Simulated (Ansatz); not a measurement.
# C2AlO (SMILES [O-]C#[C][Al]) (charge −1): what the fields show

```yaml
atoms:
  - { symbol: C, position_ang: [0.0000, 0.0000, -0.8011] }
  - { symbol: C, position_ang: [0.0000, 0.0000, 0.4836] }
  - { symbol: Al, position_ang: [0.0000, 0.0000, 2.3244] }
  - { symbol: O, position_ang: [0.0000, 0.0000, -2.0069] }
```

Geometry: r2SCAN-D4/def2-SVPD.

The calculation used Ansatz 0.2.0, isolated molecule in a Gaussian basis; Kohn-Sham density functional theory, functional PBE0.

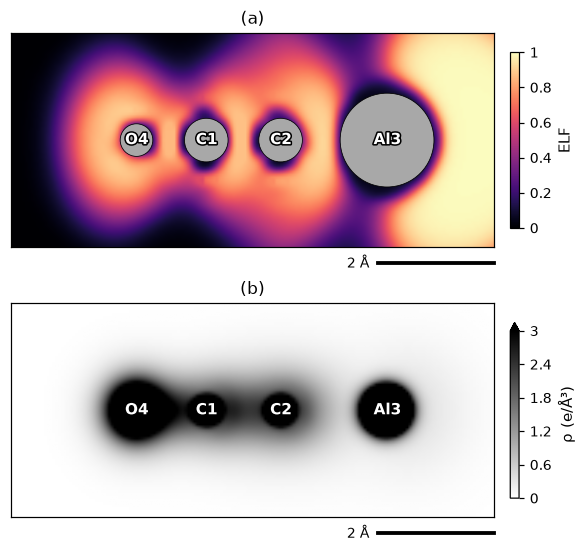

Figure 1. (a) electron localisation function; (b) electron density on a plane that holds the molecular axis. Grey discs cover the atomic cores in the ELF map.

What do the fields say about this system?

Answer. The section cuts through C, Al and O sites.
C–O (1.21 Å): ρ is about 3.3 e/Å³ halfway; the ELF peaks at about 0.85 between the atoms (a multiple bond).
C–C (1.28 Å): ρ at the midpoint is about 2.4 e/Å³; the ELF peaks at about 0.85 between the atoms; a multiple bond.
C–Al (1.84 Å): ρ is about 0.76 e/Å³ halfway; the ELF peaks at about 0.90 between the atoms (a polar covalent bond).
The ELF also peaks beside O4, away from the bonds: lone-pair regions.

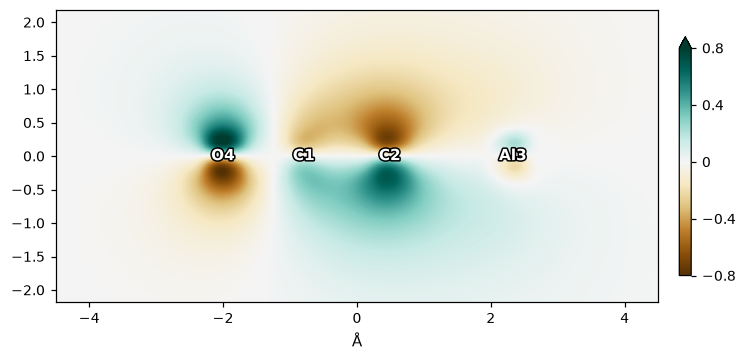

Figure 2. The HOMO on a plane that holds the molecular axis (values in Å⁻³ᐟ²; the overall sign is arbitrary).

Where does this orbital lie, and at what energy?

Answer. By Hirshfeld shares it lies mainly on C2 (about 45 %), O4 (about 20 %), C1 (about 20 %) and Al3 (about 15 %). It is one of a degenerate set, so its orientation is arbitrary. Its energy is −1.32 eV.
